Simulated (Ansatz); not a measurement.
## Molecular dynamics of C₅H₁₀O (part 4 of 4)

C₅H₁₀O, SMILES CC=COCC; RHF/STO-3G (Ansatz 0.2.0). It belongs to a series of runs on one base structure; here: dynamics from the start.

Geometry of the input (Å):
```
C  1.3526  -1.9983  1.1064
C  1.8506  -0.9718  0.1058
C  1.0943  -0.0667  -0.4743
O  -0.2861  0.0068  -0.2471
C  -0.7992  1.3179  -0.5426
C  -2.3258  1.2940  -0.3333
H  0.2994  -1.8429  1.3170
H  1.4821  -3.0081  0.7216
H  1.9081  -1.9277  2.0395
H  2.9018  -1.0070  -0.1479
H  1.5048  0.6437  -1.1897
H  -0.5685  1.5997  -1.5770
H  -0.3456  2.0713  0.1131
H  -2.7852  0.5627  -0.9914
H  -2.5613  1.0320  0.6937
H  -2.7449  2.2721  -0.5497
```

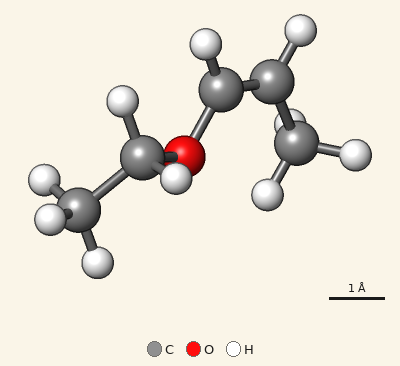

*The geometry at step 286 of the log (ball-and-stick view, seen at a tilt).*

## Trajectory as extended XYZ, continued
```
16
Properties=species:S:1:pos:R:3:forces:R:3 step=157 time_fs=78.5 energy=-7255.74793 temperature=166.4
C     1.4159   -1.8901    1.3465   -0.2412   1.8236   1.6254
C     1.8135   -0.9773    0.1922    2.1214  -0.9265  -0.3492
C     1.0169   -0.0989   -0.3469   -0.1232   0.1467  -1.1234
O    -0.2827    0.1051    0.0956   -0.2654  -0.5696   0.8533
C    -0.8296    1.2574   -0.5130   -0.8813  -0.2925  -3.8280
C    -2.3817    1.1210   -0.7470    0.5629  -2.5251   0.2441
H     0.4258   -1.5582    1.7063    0.6192  -0.4101  -0.3393
H     1.3378   -2.9284    1.0684    0.2758  -0.4281  -0.1998
H     2.1013   -1.7653    2.2158   -0.4422  -0.4752  -1.0224
H     2.8305   -1.0493   -0.2701   -1.4199  -0.3360   0.8421
H     1.2919    0.4129   -1.2826    0.0975   0.0288   0.8202
H    -0.3320    1.3110   -1.5338   -1.1350   0.7816   1.4100
H    -0.6224    2.1676    0.0244    0.2938   0.6908   0.6103
H    -2.6324    0.1756   -1.2924    0.8284   1.4912  -0.2073
H    -2.8678    0.8892    0.2007   -0.1357   1.3054   0.1513
H    -2.7617    1.9949   -1.2815   -0.1550  -0.3050   0.5126
16
Properties=species:S:1:pos:R:3:forces:R:3 step=171 time_fs=85.5 energy=-7255.85677 temperature=235.6
C     1.4241   -1.8691    1.3696   -0.9056  -0.7761   1.6582
C     1.8261   -0.9821    0.2235    0.9016   0.1474  -0.7836
C     1.0069   -0.0988   -0.3302    0.7267  -0.9164  -0.2151
O    -0.3038    0.1079    0.1036    0.0149   0.3275  -0.0949
C    -0.8562    1.2702   -0.5440   -0.5067   0.8361   1.0963
C    -2.3780    1.0637   -0.7544    1.4148   1.1750  -0.8693
H     0.4087   -1.5925    1.7105    0.9023  -0.1828  -0.0920
H     1.3784   -2.9300    1.0876    0.0468   0.4752  -0.3024
H     2.1122   -1.8490    2.2375   -0.4409   0.4545  -0.7415
H     2.8504   -1.1676   -0.1716   -1.3685   0.5411   0.1439
H     1.2374    0.4342   -1.2509    0.6263   0.0314   0.2518
H    -0.3528    1.4829   -1.4727    0.0252  -0.2523  -0.9149
H    -0.6941    2.1976    0.0452   -0.0810  -0.7418   0.1903
H    -2.4910    0.2453   -1.4839   -0.7856   0.0652   1.3399
H    -2.8525    1.0552    0.2230   -0.3631  -1.2977  -0.3242
H    -2.7360    1.9707   -1.2236   -0.2071   0.1138  -0.3425
16
Properties=species:S:1:pos:R:3:forces:R:3 step=186 time_fs=93.0 energy=-7255.75900 temperature=194.3
C     1.4129   -1.8617    1.4184    0.4697  -0.9139  -1.6592
C     1.8219   -0.9820    0.2506   -0.6656  -0.2399   0.6113
C     1.0200   -0.1202   -0.3147   -0.7141   0.8400   0.3004
O    -0.3190    0.1172    0.1084    0.9655   0.6243  -1.6836
C    -0.8934    1.2966   -0.5744    0.5986  -1.1545   5.0879
C    -2.3465    1.0453   -0.7805   -3.2031  -0.8984   0.0986
H     0.4264   -1.6210    1.7851   -0.2057   0.0108   0.0067
H     1.4406   -2.8839    1.0038   -0.2793   0.2992   0.9871
H     2.1338   -1.7763    2.2087    0.3405  -0.1305   0.6126
H     2.7965   -1.1497   -0.1772    0.2515   0.1271   0.1115
H     1.4142    0.4946   -1.1066   -0.2597   0.2609  -0.6357
H    -0.4827    1.5585   -1.4963    1.6999   0.4227  -2.0170
H    -0.7741    2.1203    0.1772   -0.0353  -0.2813  -1.2943
H    -2.6037    0.1853   -1.3806    0.8427  -0.1184  -0.8691
H    -2.9217    0.8097    0.1130    0.6010   0.7672   0.5032
H    -2.7779    1.9114   -1.2487   -0.4067   0.3846  -0.1602
16
Properties=species:S:1:pos:R:3:forces:R:3 step=200 time_fs=100.0 energy=-7255.98337 temperature=299.7
C     1.4245   -1.8670    1.4437   -0.0414  -1.7304  -0.7666
C     1.7992   -0.9905    0.2893   -2.2664   0.8180  -0.2604
C     1.0145   -0.1065   -0.2967    0.2931   0.4870   0.4734
O    -0.3089    0.1387    0.0731    0.0887  -0.7789   0.5670
C    -0.8845    1.2856   -0.5352   -1.1025   1.8223  -0.5715
C    -2.4147    1.0128   -0.8128    1.9816   0.0082   0.9122
H     0.4613   -1.6469    1.8257   -1.2112   0.5677   0.2706
H     1.4121   -2.9411    1.1972    0.2133   0.6409  -0.1347
H     2.1152   -1.7405    2.2336    1.0659   0.1417   1.1520
H     2.7567   -1.0506   -0.1172    2.0298  -0.4131  -0.4559
H     1.4338    0.5459   -1.0598   -0.1915  -0.1304  -0.2831
H    -0.3621    1.5338   -1.4612   -0.1200  -0.0517  -0.2928
H    -0.8134    2.2061    0.0936    0.1948  -0.9336  -0.0592
H    -2.4461    0.1533   -1.4604   -0.5641  -0.3580  -0.2414
H    -2.8334    0.7666    0.1689   -0.4914   0.1756  -0.6924
H    -2.8993    1.8687   -1.2894    0.1211  -0.2655   0.3830
16
Properties=species:S:1:pos:R:3:forces:R:3 step=214 time_fs=107.0 energy=-7255.85620 temperature=251.0
C     1.4291   -1.8983    1.4916   -0.6259   1.7459   0.4700
C     1.7628   -0.9891    0.3082    0.7912  -0.2465   0.4476
C     1.0157   -0.0669   -0.2669    0.7023  -0.2371  -0.4089
O    -0.3009    0.1395    0.0512   -1.6145  -0.6199   1.1953
C    -0.9003    1.3047   -0.5244    0.3665  -0.9108  -2.9090
C    -2.4276    0.9663   -0.8246    1.0455   1.8985   0.5129
H     0.4363   -1.6015    1.8271    0.0437  -0.5212   0.2515
H     1.4530   -2.9595    1.3005   -0.0284  -0.3028  -0.5510
H     2.1322   -1.7053    2.3113   -0.2335  -0.0469  -0.3229
H     2.7998   -1.0414    0.0271    0.2009  -0.0329  -0.6106
H     1.3756    0.5414   -1.1004    0.3784  -0.1394   0.2605
H    -0.3106    1.4936   -1.4804   -1.5656   0.2989   1.1518
H    -0.7595    2.1610    0.1153   -0.2254   0.7322   0.6178
H    -2.4364    0.1590   -1.5410   -0.4440  -0.4986   0.2066
H    -2.9439    0.7640    0.1126    0.2712  -0.8431  -0.1811
H    -2.9967    1.8144   -1.2388    0.9377  -0.2763  -0.1307
16
Properties=species:S:1:pos:R:3:forces:R:3 step=229 time_fs=114.5 energy=-7255.72946 temperature=204.3
C     1.4073   -1.8851    1.5467    0.1561   1.6117   0.3726
C     1.7645   -0.9855    0.3418    1.4451   0.2927   0.1296
C     1.0460   -0.0454   -0.2443   -0.6945  -0.5977  -0.0613
O    -0.3295    0.1246    0.0577    0.8670   0.7222  -0.9995
C    -0.9351    1.3093   -0.5470    0.3115  -2.1627  -1.7223
C    -2.4004    0.9458   -0.8170   -1.0965  -0.7301  -0.9142
H     0.3727   -1.7375    1.9320    1.1445   0.0324  -0.5752
H     1.5178   -2.9058    1.2267    0.0863  -0.7202   0.2110
H     2.1430   -1.6625    2.3669   -1.0973  -0.5511  -0.9755
H     2.8206   -1.0815   -0.0263   -1.5588  -0.0351   0.6512
H     1.4783    0.5178   -1.0812   -0.4177   0.0134   0.3478
H    -0.5531    1.6485   -1.5583    0.3895  -0.7725   1.6695
H    -0.8352    2.1049    0.1512   -0.0926   1.4745   0.7973
H    -2.5435    0.0966   -1.4923    1.0542   0.5449  -0.4926
H    -2.9572    0.5625    0.0178   -0.0535   0.9388   1.1954
H    -2.8713    1.8067   -1.2818   -0.4433  -0.0612   0.3663
16
Properties=species:S:1:pos:R:3:forces:R:3 step=243 time_fs=121.5 energy=-7255.75540 temperature=226.3
C     1.3903   -1.8491    1.5611    0.8127  -0.9384   0.8727
C     1.7766   -0.9632    0.3993    0.7254   0.0709  -0.7755
C     1.0460   -0.0563   -0.2137   -1.1330   0.5078  -0.0358
O    -0.3353    0.1277    0.0424    0.7668  -0.1663   0.3428
C    -0.9707    1.2724   -0.5580    0.9727   1.2918   1.6647
C    -2.4146    0.9057   -0.8178    0.8251  -0.2625  -1.6327
H     0.3744   -1.8029    1.9472   -0.0158   0.5812  -0.5245
H     1.5723   -2.8746    1.2709   -0.1791  -0.4460  -0.1608
H     2.0714   -1.7036    2.4129   -0.3396   0.3533  -0.3900
H     2.7816   -1.1612   -0.0380   -1.0244   0.4872   0.9309
H     1.4796    0.5585   -0.9978   -0.1076  -0.0637  -0.2830
H    -0.4748    1.6340   -1.4452    0.3620  -0.2446  -0.8279
H    -1.0041    2.1524    0.1148    0.6242  -0.5912   0.1574
H    -2.3462    0.1369   -1.6121   -1.3100   0.0374   1.3039
H    -2.8731    0.6896    0.1352   -0.4328  -1.0621  -0.2460
H    -2.8929    1.7760   -1.2195   -0.5466   0.4452  -0.3962
16
Properties=species:S:1:pos:R:3:forces:R:3 step=257 time_fs=128.5 energy=-7255.88095 temperature=278.4
C     1.3876   -1.8526    1.5830   -0.8623  -0.0273  -1.5213
C     1.7728   -0.9279    0.4514   -0.3358  -0.0819  -0.4561
C     1.0109   -0.0532   -0.1876    1.4692   0.0534  -0.3855
O    -0.3236    0.1232    0.0332   -1.9010  -1.0163   1.6142
C    -0.9659    1.2644   -0.5470    0.0589   0.2213   2.1962
C    -2.4287    0.8820   -0.8443   -0.8284  -1.6816   0.6471
H     0.3557   -1.6694    1.7911   -0.8429  -0.3081   0.5049
H     1.5371   -2.9046    1.3124   -0.0494   0.4456   0.1789
H     1.9572   -1.6167    2.4423    0.8267   0.0685   1.2696
H     2.7738   -1.0992    0.1191    0.6583   0.5288  -0.4185
H     1.4167    0.5584   -0.9923    0.2805  -0.1032  -0.0732
H    -0.3902    1.4928   -1.4065    0.3205   1.2446  -1.6835
H    -0.9655    2.1251    0.1971    0.2231  -1.0525  -1.3057
H    -2.5370    0.0236   -1.5271    0.5148   0.8406   0.0152
H    -2.8937    0.5212    0.0850    0.3511   0.4786  -0.2878
H    -3.0273    1.7067   -1.1977    0.1167   0.3894  -0.2946
16
Properties=species:S:1:pos:R:3:forces:R:3 step=271 time_fs=135.5 energy=-7255.93537 temperature=283.5
C     1.3559   -1.8372    1.6006   -0.8161  -0.0386  -1.0897
C     1.7766   -0.8950    0.4805   -1.1341   0.4158   0.1546
C     1.0121   -0.0415   -0.1769    0.4751  -0.6904   0.1577
O    -0.3478    0.0915    0.0610    0.0003  -0.2886  -0.3392
C    -0.9336    1.2476   -0.5381   -2.0591   0.3318  -1.2161
C    -2.4584    0.8361   -0.8531    0.9323   1.2355   1.5826
H     0.2939   -1.6921    1.7614   -0.1091  -0.1691   0.2034
H     1.5231   -2.8981    1.3665    0.0852   0.5933  -0.0825
H     1.8678   -1.6076    2.5085    0.5534   0.1584   0.8306
H     2.7920   -0.8400    0.2127    1.5863  -0.4941  -0.3197
H     1.4376    0.5201   -1.0073   -0.0958   0.3132   0.1784
H    -0.4831    1.6253   -1.4856    0.1570  -0.9250   0.6429
H    -0.8468    2.0977    0.1646   -0.6039  -0.2853  -0.1214
H    -2.5655    0.0497   -1.5685    0.6923  -0.5384  -0.8505
H    -2.8998    0.4293    0.0617    0.0060   0.5717  -0.1469
H    -3.0445    1.6860   -1.2206    0.3302  -0.1903   0.4158
16
Properties=species:S:1:pos:R:3:forces:R:3 step=286 time_fs=143.0 energy=-7255.91842 temperature=265.7
C     1.3003   -1.8021    1.6144    0.8243  -0.2015   0.5838
C     1.8009   -0.8550    0.5057   -0.6518  -0.2854   1.2163
C     1.0240   -0.0409   -0.1630   -0.9558   0.5812   0.0056
O    -0.3710    0.0495    0.0829    0.8536   0.5805  -0.9423
C    -0.9756    1.2216   -0.5539    0.8765  -1.8159  -1.0538
C    -2.4355    0.8040   -0.8438    0.6005   3.0801   0.2521
H     0.2191   -1.7962    1.7973    0.4610   0.4355  -0.4972
H     1.5778   -2.8234    1.3539   -0.0826  -0.0206  -0.0238
H     1.7990   -1.6014    2.5847   -0.3512   0.1020  -0.8525
H     2.8645   -0.8078    0.3182    0.0237  -0.3977  -0.0597
H     1.4351    0.6043   -0.9381   -0.1360   0.0517   0.0314
H    -0.4320    1.5247   -1.5066   -0.9712  -0.5423   1.4849
H    -0.9519    2.0377    0.1276    0.1950   1.3434   0.9243
H    -2.3458    0.1293   -1.6478   -0.9307  -1.5932  -0.7995
H    -2.9333    0.4693    0.0560    0.1216  -0.7943  -0.1317
H    -2.9762    1.7001   -1.1734    0.1232  -0.5235  -0.1378
16
Properties=species:S:1:pos:R:3:forces:R:3 step=300 time_fs=150.0 energy=-7255.81813 temperature=223.5
C     1.2795   -1.7789    1.6245    0.1219   1.2874   0.9666
C     1.8013   -0.8206    0.5703    0.4662   0.0535  -0.8760
C     1.0098   -0.0245   -0.1471    0.9859  -0.0837   1.2445
O    -0.3701    0.0208    0.0816   -0.1804  -0.3402   0.4553
C    -1.0070    1.1560   -0.5322    3.0259  -0.3777  -0.7461
C    -2.3991    0.8130   -0.8544   -3.4546  -2.1638  -1.6288
H     0.1871   -1.7361    1.6740    0.4727  -0.0670   0.2421
H     1.5923   -2.7583    1.3299    0.0792  -1.0281   0.2083
H     1.7407   -1.5228    2.6163   -0.8302  -0.5494  -1.2062
H     2.8998   -0.9544    0.4003   -1.6026   0.8971  -0.1701
H     1.3738    0.7035   -0.8633    0.3409  -0.2225  -0.3303
H    -0.4475    1.3644   -1.4560   -0.3851   0.5974   0.1901
H    -1.0037    2.0274    0.0986    0.4710   0.7338   0.6799
H    -2.4676    0.0072   -1.6015    0.4541   0.9015  -0.1763
H    -2.9001    0.3252   -0.0320   -0.1827   0.7433   0.8398
H    -2.9697    1.6763   -1.2125    0.2179  -0.3815   0.3072
16
Properties=species:S:1:pos:R:3:forces:R:3 step=314 time_fs=157.0 energy=-7255.92475 temperature=270.3
C     1.2660   -1.7535    1.6283   -0.1674  -0.0725   1.2405
C     1.7756   -0.7795    0.6176    2.6689  -0.6128  -1.0856
C     1.0177   -0.0022   -0.0999   -0.5372   0.5181  -0.0704
O    -0.3645   -0.0173    0.0892    0.5328  -0.7490   0.0379
C    -0.9618    1.0980   -0.5114   -2.4768   2.4012  -0.0941
C    -2.4549    0.7609   -0.8821    1.0280  -0.7583   0.0852
H     0.1982   -1.6872    1.6322   -0.7848  -0.1709   0.0771
H     1.5451   -2.7805    1.4421    0.2252  -0.1972  -0.3981
H     1.5982   -1.5226    2.6405    0.1694   0.1232  -0.1415
H     2.8454   -0.8083    0.3388   -0.8860   0.0865   0.6802
H     1.4063    0.6772   -0.8614   -0.0424  -0.2308   0.1386
H    -0.5087    1.4125   -1.4257    1.0942  -0.0282  -1.1008
H    -0.8910    2.0123    0.1482   -0.4629  -1.2161  -0.4461
H    -2.5058    0.0115   -1.7306    0.0705   1.0292   1.8516
H    -2.9065    0.4143    0.0496   -0.4098  -0.4477  -0.6671
H    -2.9762    1.6531   -1.1964   -0.0219   0.3254  -0.1074
16
Properties=species:S:1:pos:R:3:forces:R:3 step=329 time_fs=164.5 energy=-7255.86033 temperature=251.2
C     1.2269   -1.7346    1.6693    1.1871  -0.7787  -1.6356
C     1.8026   -0.7513    0.6382   -0.5688  -0.3831   0.9350
C     1.0155    0.0325   -0.0491    1.3730  -0.5721  -0.9051
O    -0.3480   -0.0706    0.0903   -1.5666   1.3454  -1.4344
C    -0.9792    1.0926   -0.5507   -1.5412  -1.1386   3.8936
C    -2.4863    0.7278   -0.8777    1.6118  -0.3226  -0.4904
H     0.1585   -1.7132    1.6221   -0.7220   0.0912  -0.0710
H     1.5510   -2.7718    1.4525   -0.1235   0.8805   0.2642
H     1.5221   -1.4784    2.6568    0.4707   0.1779   1.1945
H     2.8507   -0.6405    0.4575    0.6687  -0.5233   0.2409
H     1.4475    0.6235   -0.8681   -0.5582   0.2481   0.5383
H    -0.4111    1.3884   -1.4126    0.0464   0.4329  -0.9161
H    -0.9385    1.8984    0.2533   -0.2536  -0.6583  -1.7295
H    -2.5199   -0.0161   -1.6910   -0.0430   0.5847   0.5205
H    -3.0670    0.3463   -0.0375    0.6540   0.0327   0.1434
H    -2.9444    1.6398   -1.1940   -0.6349   0.5834  -0.5483
16
Properties=species:S:1:pos:R:3:forces:R:3 step=343 time_fs=171.5 energy=-7255.95824 temperature=304.3
C     1.2062   -1.7095    1.7017    0.7144  -1.1107  -1.6397
C     1.8395   -0.7397    0.6903   -3.6364   0.1516   0.7433
C     1.0454    0.0416   -0.0242   -0.1298  -0.2718  -0.1867
O    -0.3638   -0.0911    0.0579    0.2657   0.2935  -0.0233
C    -1.0376    1.0373   -0.5381    1.3635   1.1291  -0.2165
C    -2.4719    0.7165   -0.8790   -0.8708  -0.4769   0.1904
H     0.1192   -1.7207    1.6087    0.3630   0.0843   0.1405
H     1.5958   -2.7235    1.4835   -0.4962   0.6594   0.3249
H     1.5019   -1.4668    2.7005    0.0697   0.2755   0.8619
H     2.8812   -0.7215    0.6809    1.9977   0.3263  -0.4761
H     1.3645    0.7625   -0.7777    0.4426  -0.1167   0.2352
H    -0.4914    1.3807   -1.4349   -0.3812  -0.3628   0.1141
H    -1.0681    1.9218    0.1064    0.4188  -0.1909   0.5892
H    -2.5330   -0.0148   -1.6258    0.2108  -1.4220  -1.5747
H    -3.0049    0.2812   -0.0493   -0.1569   0.4551   0.5989
H    -2.9866    1.5733   -1.2760   -0.1751   0.5771   0.3185
16
Properties=species:S:1:pos:R:3:forces:R:3 step=357 time_fs=178.5 energy=-7255.84482 temperature=254.1
C     1.2140   -1.6915    1.7150   -1.4121  -0.3645   1.5804
C     1.8242   -0.7192    0.7659   -0.0431   0.6652  -1.0697
C     1.0693    0.0441   -0.0088   -1.7289  -0.2964   1.1833
O    -0.3723   -0.1058    0.0272    2.0538  -0.6498   0.1410
C    -1.0577    1.0121   -0.5213    0.6555   0.0073  -3.6220
C    -2.4972    0.6558   -0.8979   -0.3846   1.7926   1.6922
H     0.1168   -1.6908    1.6076    0.8076  -0.0072   0.1133
H     1.5633   -2.6960    1.5548    0.2659  -0.5416  -0.1526
H     1.4507   -1.4298    2.7632   -0.1013  -0.1263  -0.7406
H     2.9126   -0.7123    0.7400   -0.3367   0.5057  -0.1662
H     1.4389    0.8571   -0.6090    0.3274   0.1074  -0.6575
H    -0.6376    1.3263   -1.5063    0.5602   0.0202   1.1282
H    -1.0406    1.8372    0.1392    0.0573   1.5356   1.1652
H    -2.4862   -0.0903   -1.6635   -0.5188  -0.7148  -0.2486
H    -2.9422    0.3711    0.0436   -0.8783  -0.9545  -0.3044
H    -3.0331    1.5717   -1.2248    0.6759  -0.9787  -0.0420
16
Properties=species:S:1:pos:R:3:forces:R:3 step=371 time_fs=185.5 energy=-7255.89090 temperature=285.0
C     1.2086   -1.7053    1.7568   -0.5157   2.0061   1.1943
C     1.7933   -0.6801    0.8088    2.3370  -0.3323  -0.0511
C     1.0462    0.0520    0.0304    0.1068   0.4725   0.0937
O    -0.3329   -0.1312   -0.0028   -1.0433   0.6602  -0.8156
C    -1.0574    1.0214   -0.5543    1.1633  -1.7135   0.8117
C    -2.5313    0.5919   -0.8639   -0.3937   0.0887  -1.3272
H     0.1342   -1.6850    1.6079   -0.0316  -0.2351   0.1259
H     1.5594   -2.6916    1.6046    0.6798  -1.2670  -0.1766
H     1.4050   -1.3859    2.8006   -0.0528  -0.5970  -0.7849
H     2.9013   -0.5122    0.7218   -1.7195  -0.5415   0.5707
H     1.5517    0.8034   -0.5644   -0.6279   0.2794  -0.5973
H    -0.4986    1.3680   -1.4469   -0.8655   0.0094   0.1878
H    -1.0005    1.8082    0.2112   -0.4878   0.2431  -0.3341
H    -2.6011   -0.2322   -1.6193    0.5954   1.2996   0.6212
H    -3.1098    0.1962   -0.0143    0.7726   0.8105   0.0174
H    -3.0213    1.5037   -1.2764    0.0830  -1.1831   0.4638
16
Properties=species:S:1:pos:R:3:forces:R:3 step=386 time_fs=193.0 energy=-7255.93512 temperature=290.1
C     1.1972   -1.7017    1.8080    0.7440   0.3290  -0.0798
C     1.7826   -0.6543    0.8548    1.1639   0.5074   0.9372
C     1.0307    0.0803    0.0697    0.8554   0.4424  -1.5528
O    -0.3192   -0.1427   -0.0572   -1.5438  -0.5234   0.2355
C    -1.0382    0.9768   -0.5602   -2.8405   1.8787   1.2552
C    -2.5478    0.5367   -0.8427    1.5411  -1.0625  -1.7836
H     0.1368   -1.7872    1.6554   -0.4868   0.0285  -0.0740
H     1.6412   -2.6735    1.6395    0.1530  -0.2471  -0.1953
H     1.3809   -1.4610    2.8524    0.0119   0.2336  -0.0164
H     2.8695   -0.4184    0.9015   -1.2637  -0.6806  -0.1314
H     1.4051    0.7735   -0.7035    0.3875  -0.1160   0.9490
H    -0.5874    1.4301   -1.4409    0.1730  -0.4225  -0.6350
H    -1.1242    1.8524    0.1616    0.5850  -1.5373  -0.4827
H    -2.5465   -0.2655   -1.6306   -0.0553   0.7494   1.4937
H    -3.0718    0.2066    0.0541    0.4150  -0.1360  -0.1011
H    -3.1206    1.3406   -1.2859    0.1602   0.5564   0.1816
16
Properties=species:S:1:pos:R:3:forces:R:3 step=400 time_fs=200.0 energy=-7255.94758 temperature=282.0
C     1.1982   -1.6932    1.8516    0.7020  -1.7744  -1.6315
C     1.7675   -0.6234    0.9244   -1.7507   0.5706  -0.4408
C     1.0444    0.1022    0.0695   -0.3206  -0.5167  -0.1000
O    -0.3454   -0.1673   -0.1006    1.1784  -0.8020   0.5593
C    -1.0924    0.9550   -0.5666    0.4276   0.8074   1.0345
C    -2.5170    0.4960   -0.8435    1.0884  -1.4153   1.8602
H     0.1417   -1.8610    1.6971   -0.2277   0.1659  -0.1294
H     1.7241   -2.6657    1.6327   -0.7510   1.3554   0.4727
H     1.3558   -1.4603    2.8810    0.2715   0.3211   0.9375
H     2.8215   -0.5106    1.0361    0.7987   0.5104  -0.3351
H     1.4468    0.8545   -0.6416    0.0158  -0.5974   0.8468
H    -0.7002    1.2865   -1.5100    0.8415   1.0214  -0.5511
H    -1.0774    1.7535    0.2275   -0.0409  -0.4676  -1.3502
H    -2.4894   -0.3648   -1.4927   -0.3339   0.0193  -0.4185
H    -2.8913    0.1963    0.1163   -0.8199  -0.4327   0.2789
H    -3.1009    1.2897   -1.1979   -1.0793   1.2344  -1.0333
```
